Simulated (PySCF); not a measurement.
```xyz
2

Na    0.0000    0.0000   -2.9501
Tl    0.0000    0.0000    0.3309
```

Core potentials replace the inner electrons of Tl.

Theory: PBE0/def2-SVP, non-relativistic Hamiltonian with scalar-relativistic core potentials where named, at a bond length of 3.281 Å (PySCF 2.14.0).

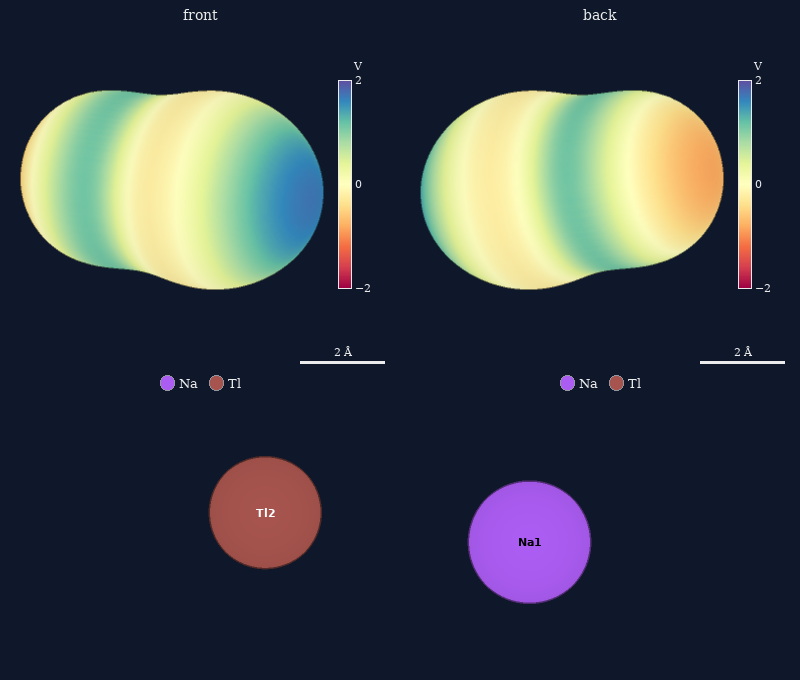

NaTl. The electrostatic potential painted on the density surface at 0.001 e/bohr³, seen from the front and from behind; red is negative and blue positive. The bare structure is drawn below in the same view.

Question: Where is the surface potential most negative and most positive?

Answer: The most negative region (about −0.8 V) lies over Tl2, the most positive (about +1.7 V) over Na1.
